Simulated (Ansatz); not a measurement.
# SiH2: reading failed and doubtful runs

Aim: try 2 inputs for SiH2 as typed, read how each ends, and find what has to change.

Method: the settings change from run to run; program: Ansatz 0.2.0, Gaussian basis.

## Step 1: The molecule

The geometry comes from an earlier relaxation with r2SCAN-D4 in a triple-zeta def2 set; it is a stationary point.

3 atoms, charge 0, spin multiplicity 1.

Atoms are counted from 1 here; the program's logs count them from 0.

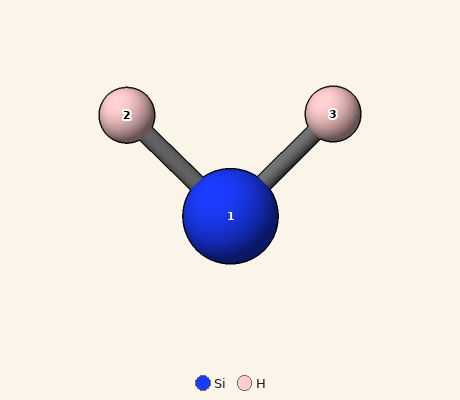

The structure; silicon blue, hydrogen pink; atoms are numbered from 1 in the order of the file.

## Step 2: Input 1

in.yaml

```yaml
crystal:
  periodic: [false, false, false]
  atoms:
    - {symbol: Si, position_ang: [0.005873, -0.008885, -0.713619]}
    - {symbol: D, position_ang: [1.082244, -0.019050, 0.366034]}
    - {symbol: H, position_ang: [-1.088118, 0.027935, 0.347585]}
basis:
  gaussian: {orbitals: cc-pVDZ}
total_charge: -1
magnetization: {spin_polarized: true, initial_magnetization: 1}
hamiltonian: {xc: {name: r2SCAN0}, dispersion: d3bj}
output: {forces: true}
```

Started as:

```console
$ ansatz run in.yaml --threads 4 --pin off --events-out ev --progress --plain --max-ram 3916MiB
```

What it wrote:

```text
Error: YAML parse error: error: line 5 column 16: `D` is not an element symbol (H … Og, case-exact)
 --> <input>:5:16
  |
3 |   atoms:
4 |     - {symbol: Si, position_ang: [0.005873, -0.008885, -0.713619]}
5 |     - {symbol: D, position_ang: [1.082244, -0.019050, 0.366034]}
  |                ^ `D` is not an element symbol (H … Og, case-exact)
6 |     - {symbol: H, position_ang: [-1.088118, 0.027935, 0.347585]}
7 | basis:
  |
```

Run time: 0.05 s. Hardware: 4 threads of Arm Neoverse V2, shared host.

**Diagnosis.** The program refused the input. An element symbol is wrong. It also asks for charge -1 and multiplicity 2, another species or state than the molecule above. Cure: correct the symbol, and set charge and spin to those of the species named.

## Step 3: Input 2

in.yaml

```yaml
crystal:
  periodic: [false, false, false]
  atoms:
    - {symbol: Si, position_ang: [-0.019451, 0.035916, -0.808668]}
    - {symbol: H, position_ang: [0.996634, 0.110177, 0.356459]}
    - {symbol: H, position_ang: [-0.941825, 0.039934, 0.428824]}
basis:
  gaussian: {orbitals: "6-31++G**"}
magnetization: {spin_polarized: true, initial_magnetization: 8}
hamiltonian: {xc: {name: wB97M-V}, pseudopotentials: {relativity: none}}
scf: {omitted_lower_state_checks: [starts]}
output: {forces: true}
```

The command is unchanged.

What it wrote, cut to the lines that bear on the results:

```text
Functional definition: wB97M-V
  name "wB97M-V"
  cite "Mardirossian & Head-Gordon, J. Chem. Phys. 144, 214110 (2016) doi:10.1063/1.4952647"
  cite "Becke, J. Chem. Phys. 107, 8554 (1997) doi:10.1063/1.475007"
  cite "Vydrov & Van Voorhis, J. Chem. Phys. 133, 244103 (2010) doi:10.1063/1.3521275"
  # Of w^i u^j: cxij and so on, Table III.
[...]
  gx(w, u) = 1 - cx + cx01*u + cx10*w
  gss(w, u) = css00 + css04*u^4 + css10*w + css20*w^2 + css43*w^4*u^3
  gos(w, u) = cos00 + cos10*w + (cos20 + cos21*u)*w^2 + (cos60 + cos61*u)*w^6
[...]
      + integral(e_c_pw_mod_opposite_spin*gos(b97_w_opposite, b97_u_opposite)) + vv10(b, c)
[...]
308 factors; integrals over basis functions are off by at most 5.0e-4 eV
101 factors; integrals over basis functions are off by at most 6.2e-5 eV
[...]
a density is far from that of the atoms, so the factors are made again for it
352 factors; integrals over basis functions are off by at most 4.8e-4 eV
108 factors; integrals over basis functions are off by at most 1.6e-5 eV
[...]
mean field -7778.77313453 eV, -285.8646400521 hartree, gradient 5.2e-6 eV, S^2 20.000037; 0 other end points of the search recorded, 0 dependent functions left out
[...]
reference -7778.77318603 eV, -285.8646419449 hartree; 12, 4 occupied and 23, 31 virtual orbitals, 352 factors
Total energy: -7778.77318603 eV, -285.8646419449 hartree
Atom 0 at    -0.019451     0.035916    -0.808668 Å, force    -0.527632    -0.492926   -15.204449 eV/Å
Atom 1 at     0.996634     0.110177     0.356459 Å, force     5.689626     0.441814     7.359143 eV/Å
Atom 2 at    -0.941825     0.039934     0.428824 Å, force    -5.161995     0.051112     7.845306 eV/Å
Dipole moment:     0.000983    -0.007946    -0.256496 e Å
Checks for a lower state left out: starts
```

It took 3.1 s on 4 threads of Arm Neoverse V2, shared host.

Diagnosis: It ended without an error, which proves nothing about the input. The spin is set far too high for this molecule. Its coordinates are also moved off the relaxed structure (shortest distance 1.54 Å, against 1.52 Å), and have to be restored too. It asks for 8 unpaired electrons; the ground state has 0. Its energy belongs to an excited spin state, not the ground state. Fix: set initial_magnetization back to that of the ground state.

## Step 4: How the tries ended

```csv
input,level,ended,cause,time
1,r2SCAN0/cc-pVDZ,refused,an element symbol is wrong,0.05 s
2,wB97M-V/6-31++G**,converged,the spin is set far too high for this molecule,3.1 s
```

In words: 1 refused, 1 converged. A refusal costs next to no computing time. The dangerous case is the input that converges on a wrong geometry, charge, spin, basis or grid: often only a look at the input shows it.
